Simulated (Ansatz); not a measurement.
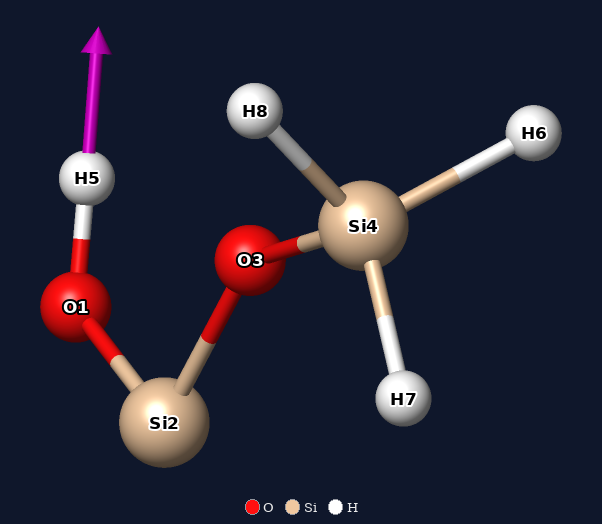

The arrows show one normal mode. Harmonic vibrations computed with RKS PBE0-D4/def2-TZVP (Ansatz 0.2.0) at a stationary point of the same level.

### Describe the motion.

Mostly O–H stretching.

### At what wavenumber does it lie?

3844 cm⁻¹; it is mode 18 of 18 counted from the lowest.
